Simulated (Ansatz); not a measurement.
```xyz
7

N    -1.257    0.368   -0.422
As   -0.090    0.148    0.969
S     1.886   -0.560    0.080
H    -1.735   -0.506   -0.673
H    -0.890    0.818   -1.271
H     0.420    1.594    0.894
H     1.666   -1.862    0.423
```

> Where will the first 5 clear peaks of this molecule's radial distribution curve from gas electron diffraction lie, and which pairs make them?

Peak 1, 1.03 Å: N–H 1.03 Å (×2)
Peak 2, 1.51 Å: S–H 1.36 Å, As–H 1.54 Å, not resolved
Peak 3, 1.83 Å: As–N 1.83 Å
Peak 4, 2.28 Å: As–S 2.28 Å, As···H 2.41–2.47 Å (×2), not resolved
Peak 5, 3.32 Å: S···N 3.32 Å, S···H 3.38 Å, not resolved; in its flanks S···H 3.70 Å

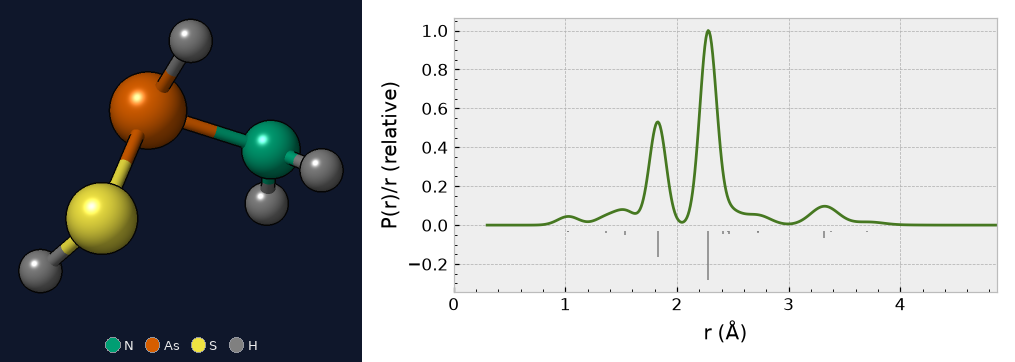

Simulated gas electron diffraction: radial distribution curve of AsH₄NS. Each pair of atoms contributes with weight ZᵢZⱼ/r (bars below the curve); damping constant 0.0015 Å²; vibrational amplitudes assumed, not computed: 0.05 Å for bonds, 0.078 Å for bonds to H, 0.06 + 0.015 r up to 0.15 Å for other pairs. The geometry is the end point of an optimisation (Ansatz, RKS LDA/def2-SVP); it may be a saddle point or a higher isomer.
